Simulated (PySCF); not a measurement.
## Electronic structure of C6H5ClOSi (SMILES C#CC1=CO/C(=C\Cl)[SiH2]1) in real space

Input file:

```
{"job": {"kind": "nmr", "xc": "PBE0", "basis": "pcSseg-1"}, "charge": 0, "multiplicity": 1}
C      3.644911     0.361547    -0.041166
C      2.453350     0.241872    -0.141640
C      1.059936     0.103035    -0.190431
C      0.364712     0.021240    -1.341708
O     -0.977267    -0.111378    -1.336535
C     -1.508533    -0.150445    -0.071885
C     -2.818492    -0.277092     0.111187
Cl    -3.963800    -0.401021    -1.169020
Si    -0.145932    -0.002404     1.251459
H      4.686225     0.465659     0.021815
H      0.779041     0.050906    -2.338777
H     -3.245201    -0.309499     1.097853
H     -0.284970     1.213810     2.051608
H     -0.044656    -1.206702     2.075075
```

Run with:

```sh
OMP_NUM_THREADS=1 python probes_run.py task.json out
```

Geometry: GFN2-xTB.

The calculation used PBE0/pcSseg-1, SCF density, gas phase, non-relativistic (PySCF).

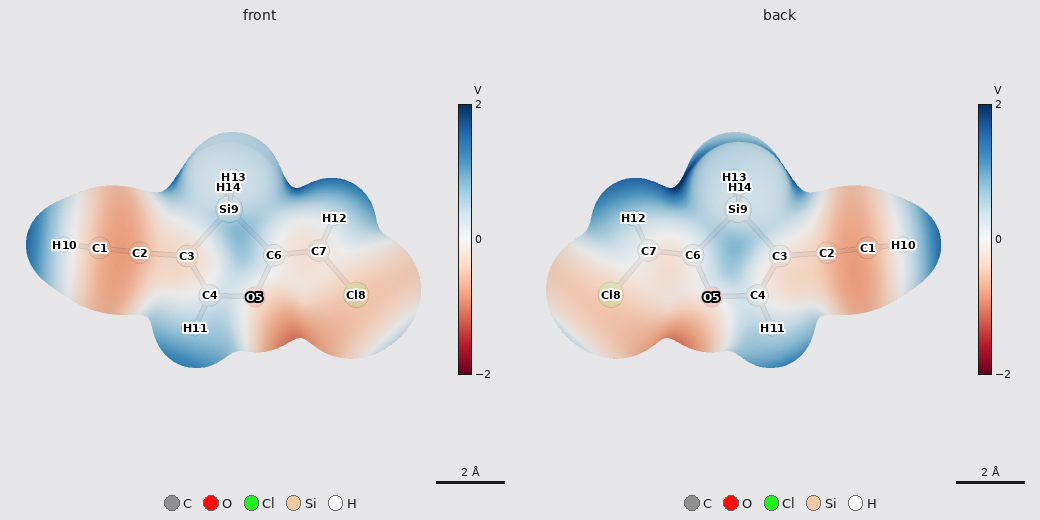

Figure 1. The electrostatic potential painted on the density surface at 0.002 e/bohr³, seen from the front and from behind; red is negative and blue positive.

> Where is the surface potential most negative and most positive?

The most negative region (about −1.0 V) lies over O5 and Cl8, the most positive (about +1.9 V) over Si9. Cl8 shows a σ-hole: about +0.4 V at the tip opposite its bond, against about −0.5 V on its flanks.

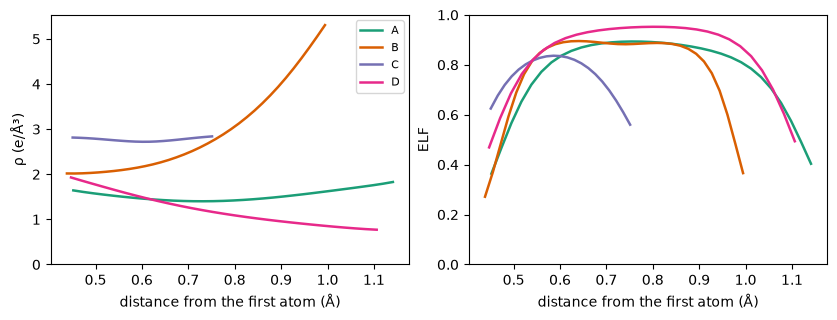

Figure 2. Total electron density and ELF along straight lines between neighbouring atoms. The curves leave out the atomic cores.

> Which curve belongs to which contact (C–C, C–Cl, C–O and C–Si)? The first atom named is at distance zero.

Curve A: C–Cl (1.72 Å): ρ at the midpoint is about 1.5 e/Å³; the ELF peaks at about 0.90 between the atoms; localised, covalent bonding. Curve B: C–O (1.35 Å): ρ at the midpoint is about 2.4 e/Å³, with its minimum of 2 e/Å³ about 0.5 Å from C; the ELF peaks at about 0.90 between the atoms, as expected for a polar covalent bond. Curve C: C–C (1.20 Å): the density is about 2.7 e/Å³ at the midpoint; the ELF peaks at about 0.85 between the atoms: a short, multiple covalent bond. Curve D: C–Si (1.88 Å): ρ is about 0.91 e/Å³ halfway; the ELF peaks at about 0.95 between the atoms, as expected for a shared electron pair.
